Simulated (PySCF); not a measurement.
Vertical excitations of a molecule C4H5Br from TDA-M06-2X/def2-SVPD in PySCF 2.14.0, as energy in eV (oscillator strength): 4.40 (0.000), 5.80 (0.009), 6.23 (0.000), 6.52 (0.000), 6.72 (0.010), 6.73 (0.012), 7.23 (0.000), 7.30 (0.765), 7.44 (0.000), 7.56 (0.306). Lowest triplet (TDA): 4.07 eV. Geometry optimised at B3LYP-D3(BJ)/def2-SVP. The values are those of a single conformer.

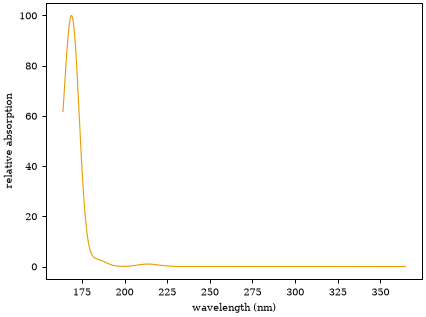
*The lines broadened by 0.4 eV.*

Q: Which structure fits?
A) C#CCCBr
B) C=C/C=C/Br
C) C=C=C(C)Br
D) C=C=CCBr

A: C, C=C=C(C)Br
